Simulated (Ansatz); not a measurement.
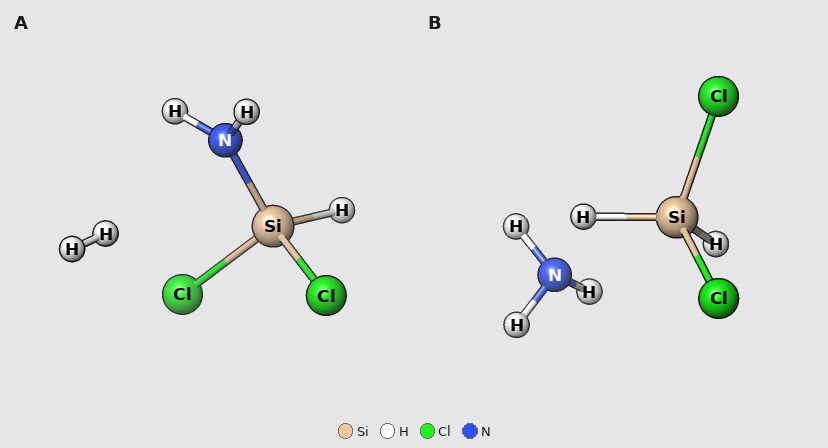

2 stationary structures of one formula. Geometries: PBE0-D4/def2-TZVP. Electronic energies: CCSD(T)/CBS (MP2 limit from def2-TZVPP and def2-QZVPP plus CCSD(T) − MP2) (Ansatz 0.2.0), without zero-point energy. No frequency run is at hand to confirm each as a minimum. Each is one conformer, not always the lowest.

Which is lowest in energy, and by how much?

A is lowest; B lies 0.404 eV above it (a saddle point of order 1).
